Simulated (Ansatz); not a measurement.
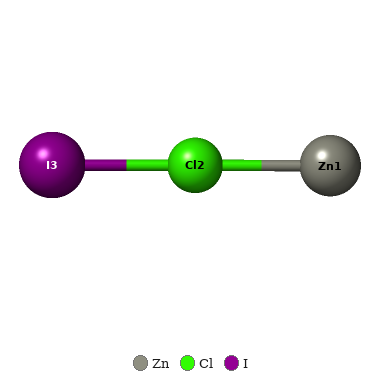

The system is Zn + ClI; the picture shows the reference structure. First axis: distance Zn1–Cl2. Second axis: distance Cl2–I3. Nothing is relaxed (the angle Zn1–Cl2–I3 is fixed at 180 degrees). The grid has 12 × 12 points. Energies: kcal/mol, counted from the lowest grid point. The reference is spin-restricted, so regions where a bond is pulled apart into radicals lie too high. These are results of RKS PBE0-D4/def2-TZVPD (Ansatz 0.2.0), not measurements.

Its coordinates:

| atom | x (Å) | y (Å) | z (Å) |
| --- | --- | --- | --- |
| Zn | -2.3660 | 0.0000 | 0.0000 |
| Cl | 0.0000 | 0.0000 | 0.0000 |
| I | 2.5020 | 0.0000 | 0.0000 |

Range: distance Zn1–Cl2 from 1.792 to 3.392 Å; distance Cl2–I3 from 1.928 to 3.528 Å.

> What will the energy surface look like?

The lowest grid point is at distance Zn1–Cl2 = 2.366 Å, distance Cl2–I3 = 2.502 Å. It is the only kind of minimum in the scanned range. The highest grid point, distance Zn1–Cl2 = 1.792 Å, distance Cl2–I3 = 1.928 Å, lies 139.4 kcal/mol above the lowest.

```
distance Cl2–I3 ↓, distance Zn1–Cl2 →  1.792  1.863  1.966  2.088  2.222  2.366  2.520  2.681  2.850  3.025  3.206  3.392
                                3.528   49.9   36.6   25.2   19.8   19.7   23.1   28.5   34.4   40.3   45.6   50.2   54.1
                                3.342   47.1   33.7   22.1   16.4   15.9   18.9   23.8   29.3   34.7   39.7   44.0   47.5
                                3.161   44.5   30.9   19.0   12.8   11.9   14.3   18.5   23.5   28.4   32.8   36.7   39.9
                                2.986   42.3   28.4   16.1    9.4    7.8    9.5   13.0   17.2   21.4   25.3   28.7   31.5
                                2.817   41.1   27.0   14.1    6.7    4.2    4.9    7.6   10.9   14.4   17.6   20.4   22.7
                                2.656   41.9   27.2   13.7    5.3    1.8    1.5    3.0    5.3    7.9   10.3   12.5   14.3
                                2.502   45.5   30.3   15.9    6.4    1.6    0.0    0.3    1.5    3.1    4.6    6.1    7.3
                                2.358   53.2   37.4   22.0   11.2    5.0    2.0    1.0    1.0    1.6    2.3    3.1    3.8
                                2.224   66.6   50.1   33.5   21.4   13.8    9.3    7.0    5.9    5.5    5.4    5.6    5.9
                                2.102   86.9   69.7   52.1   38.7   29.7   23.9   20.4   18.3   17.1   16.4   16.2   16.1
                                1.999  113.6   95.8   77.3   62.8   52.7   45.9   41.4   38.6   36.8   35.8   35.2   35.0
                                1.928  139.4  121.3  102.2   87.0   76.2   68.8   63.7   60.4   58.3   57.1   56.3   56.0
```

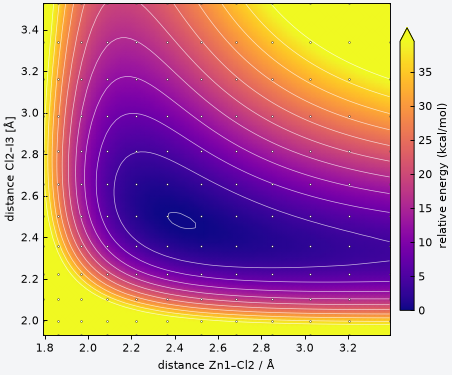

The picture shows a smooth colour map with a few white contour lines, dots at the grid points, one colour for all values above the top of the scale. Between grid points the surface is interpolated.

The whole map (144 points run) took 27 min on 1 thread of Arm Neoverse V2, on a shared host.
